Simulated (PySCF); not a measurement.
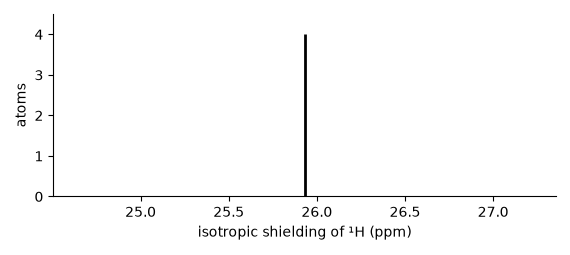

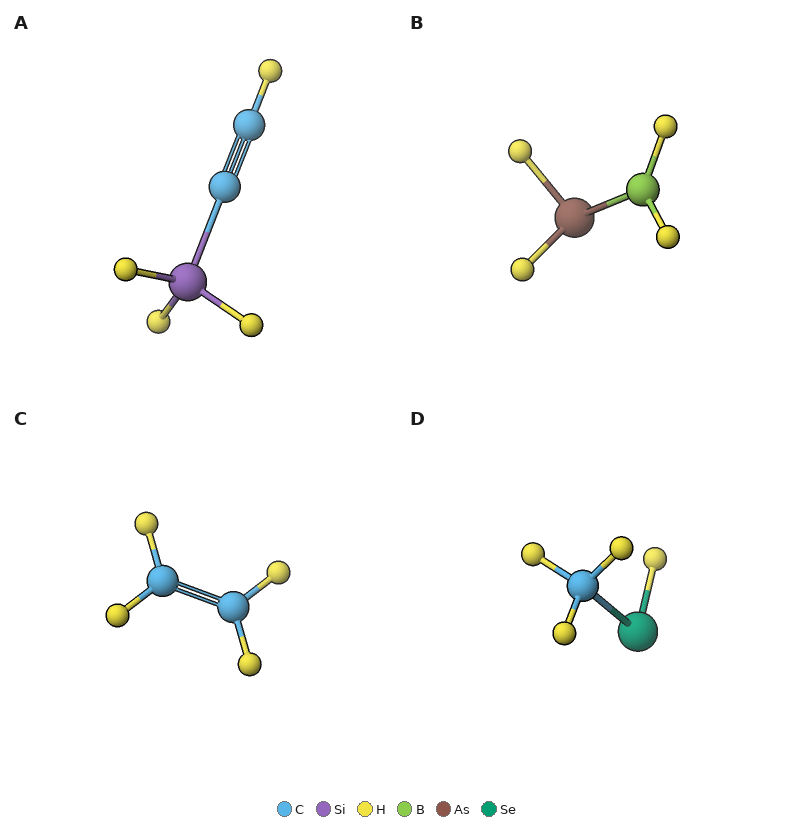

The sticks are computed shieldings of one of the molecules, for one fixed geometry (GFN2-xTB) without averaging over rotations. Low shielding means a high chemical shift. Method: GIAO PBE0/pcSseg-1 NMR shielding, non-relativistic, gas phase (PySCF 2.14.0).

### Which molecule gives this pattern?

C, `C=C`. Its 4 H atoms give lines at 25.93 (4 atoms) ppm.

The geometry is semi-empirical. Around As, B, Se, Si such bond lengths and angles can be off by a tenth of an ångström or more and by several degrees, and values that hang on the shape move with them.
